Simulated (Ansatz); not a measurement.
# Al2Cl: the cost of one run

Program: Ansatz 0.2.0. Level of theory: DFT PBE, scalar-relativistic, plane waves, PAW. These are calculated values, not measurements.

## (1) Starting point

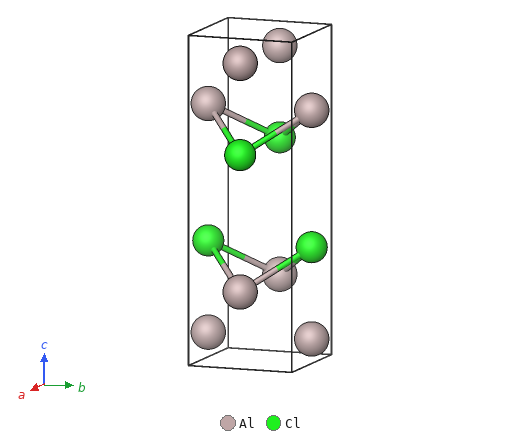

Start, viewed slightly off an axis; aluminium light grey, chlorine green. Atoms on the faces are drawn again on the opposite ones.

As a file:

```
CELL_PARAMETERS angstrom
3.34934 0.00000 0.00000
0.00000 3.34934 0.00000
0.00000 0.00000 10.13671
ATOMIC_POSITIONS crystal
Al 0.50000 0.00000 0.76683
Al 0.00000 0.50000 0.23317
Al 0.00000 0.50000 0.92566
Al 0.50000 0.00000 0.07434
Cl 0.00000 0.50000 0.64781
Cl 0.50000 0.00000 0.35219
```

A structure generator made this guess: species swapped into a database cell of Ta2Se (P4/nmm, No. 129), with Al on the Ta sites and Cl on the Se sites. The dimensions are guesses.

## (2) Probe: one point on a coarse mesh

Input file input.yaml:

```yaml
crystal:
  lattice:
    - [3.34933901, 0.0, 0.0]
    - [0.0, 3.34933901, 0.0]
    - [0.0, 0.0, 10.13671324]
  atoms:
    - { symbol: Al, position: [0.5, 0.0, 0.76683426] }
    - { symbol: Al, position: [0.0, 0.5, 0.23316574] }
    - { symbol: Al, position: [0.0, 0.5, 0.92565906] }
    - { symbol: Al, position: [0.5, 0.0, 0.07434094] }
    - { symbol: Cl, position: [0.0, 0.5, 0.64780569] }
    - { symbol: Cl, position: [0.5, 0.0, 0.35219431] }
basis:
  ecutwfc: 420
kpoints:
  mp_grid: { grid: [6, 6, 2] }
hamiltonian:
  xc: pbe
scf:
  occupations: { method: gaussian, width: 0.1 }
  lower_state_search: "off"
output:
  forces: true
  stress: true
  eigenvalues: true
```

On the command line:

```console
$ ansatz run input.yaml --threads 1 --pin off --max-ram 2048MiB --backend cpu --events-out ev --progress --plain --runs-dir out
```

Q: Estimate wall time and peak memory on 1 thread of Arm Neoverse V1, shared host.

About 2.9 s, with a peak of 0.33 GiB.
